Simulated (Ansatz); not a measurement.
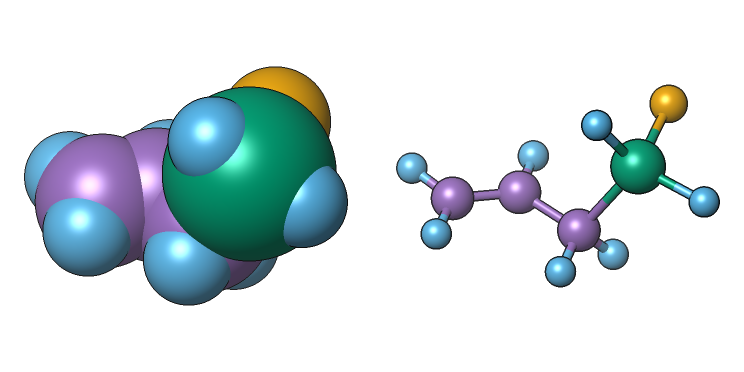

Both panels show the same species. Colours: carbon purple, germanium teal, fluorine orange, hydrogen blue.

Computed geometry: PBE0-D4/def2-TZVP optimisation.

Count the atoms of each element.

C3H7FGe, 12 atoms: 3 carbon, 7 hydrogen, 1 fluorine and 1 germanium.

How many bonds of each kind are drawn?

5 C–H, 2 C–C, 2 Ge–H, 1 C–Ge, 1 F–Ge.

Name some functional groups or characteristic bonds that it holds.

Among them: alkene.

What is its SMILES?

C=C[CH2][GeH2][F]

What is the point group of this geometry?

C1.

More results for the same structure follow; atom numbers are the same in all pictures, views and colours differ.

Geometry

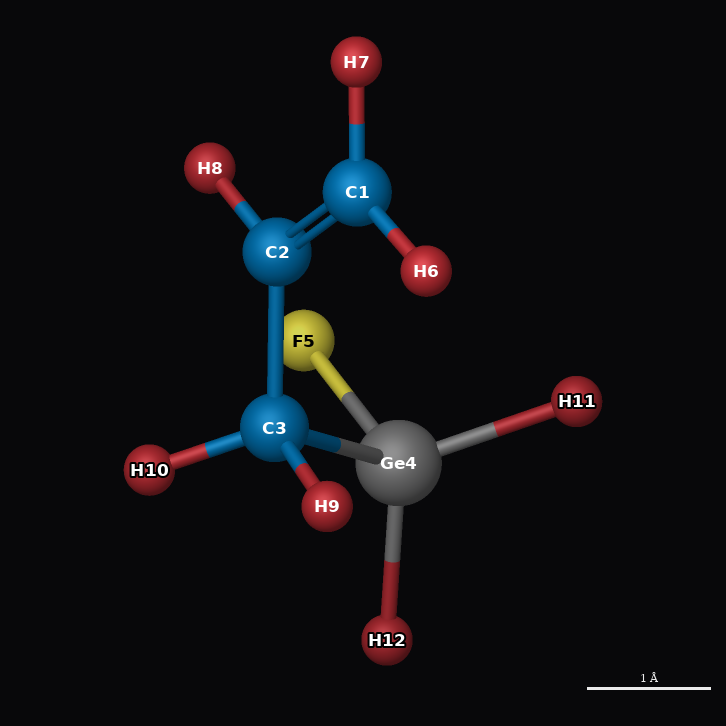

Atoms carry their numbers in the input.

List the bonds and their lengths.

| bond | length (Å) |
| --- | --- |
| C1–C2 | 1.327 |
| C1–H6 | 1.086 |
| C1–H7 | 1.083 |
| C2–C3 | 1.487 |
| C2–H8 | 1.088 |
| C3–Ge4 | 1.956 |
| C3–H9 | 1.094 |
| C3–H10 | 1.094 |
| Ge4–F5 | 1.748 |
| Ge4–H11 | 1.536 |
| Ge4–H12 | 1.539 |

Levels of theory compared

Program: Ansatz 0.2.0.

Compare HOMO–LUMO gap (eV), dipole (D) at these levels: B3LYP-D4/def2-TZVPP; PBE-D4/def2-TZVPP; r2SCAN-D4/def2-TZVPP; ωB97M-V/def2-TZVPP.

| level | HOMO–LUMO gap (eV) | dipole (D) |
| --- | --- | --- |
| B3LYP-D4/def2-TZVPP | 6.65 | 2.25 |
| PBE-D4/def2-TZVPP | 5.06 | 2.11 |
| r2SCAN-D4/def2-TZVPP | 5.49 | 2.19 |
| ωB97M-V/def2-TZVPP | 11.22 | 2.24 |

Vibrations

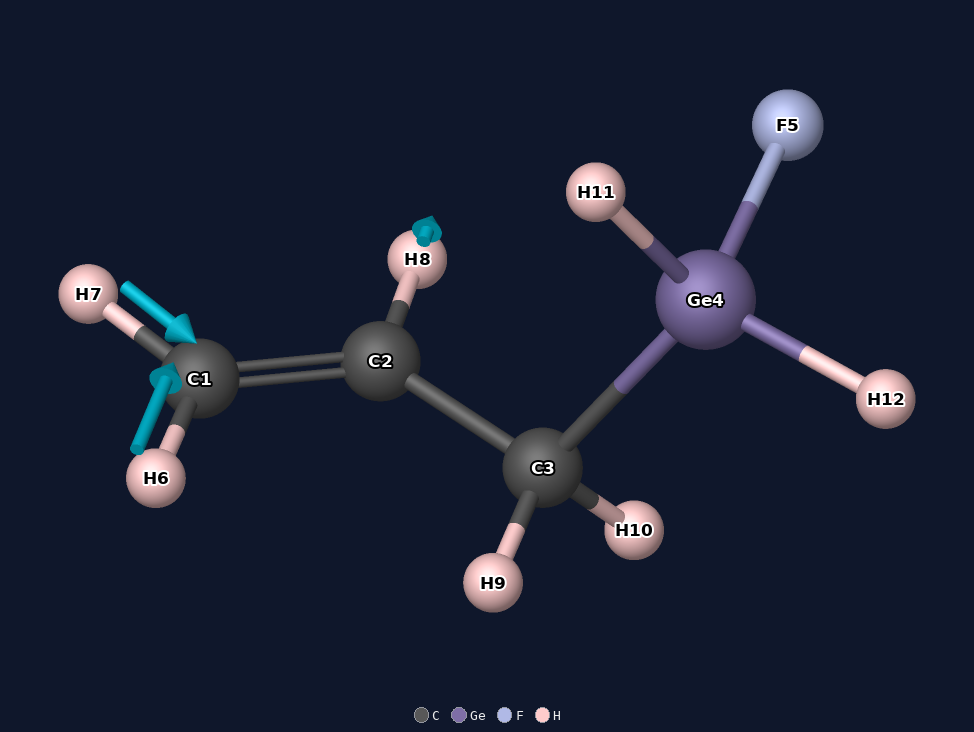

The arrows show one normal mode. Harmonic vibrations computed with RKS PBE0-D4/def2-TZVP (Ansatz 0.2.0) at a stationary point of the same level.

Describe the motion.

Mostly in-phase stretching of 2 C–H bonds.

At what wavenumber does it lie?

3151 cm⁻¹; it is mode 28 of 30 counted from the lowest.

Charges

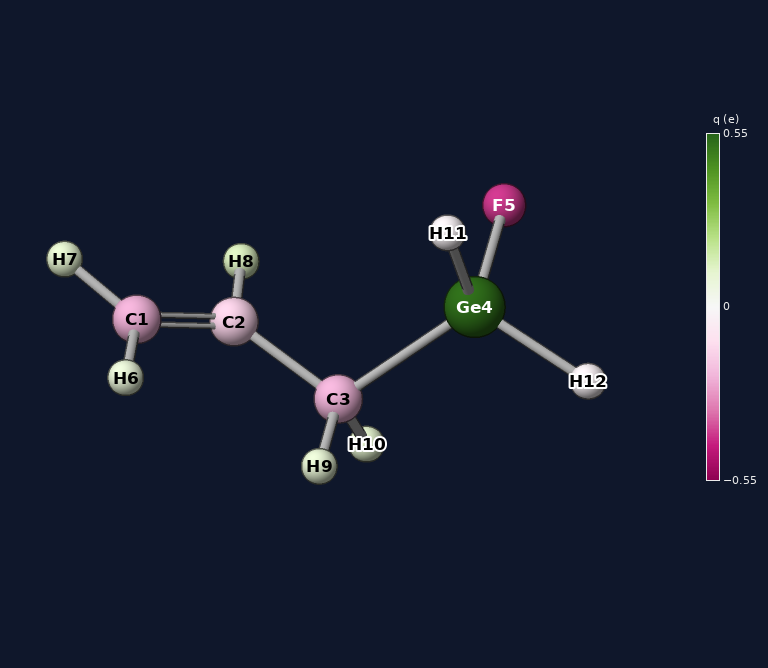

Atoms are coloured by their Mulliken charges. Properties computed with RKS B3LYP-D4/def2-TZVPP (Ansatz 0.2.0).

Give the Mulliken charges atom by atom.

```json
{"atom": "C1", "value (e)": "−0.22"}
{"atom": "C2", "value (e)": "−0.14"}
{"atom": "C3", "value (e)": "−0.22"}
{"atom": "Ge4", "value (e)": "0.52"}
{"atom": "F5", "value (e)": "−0.40"}
{"atom": "H6", "value (e)": "0.08"}
{"atom": "H7", "value (e)": "0.11"}
{"atom": "H8", "value (e)": "0.13"}
{"atom": "H9", "value (e)": "0.09"}
{"atom": "H10", "value (e)": "0.11"}
{"atom": "H11", "value (e)": "−0.02"}
{"atom": "H12", "value (e)": "−0.03"}
```

Mulliken values depend strongly on the basis set and can even reverse the polarity of a bond.
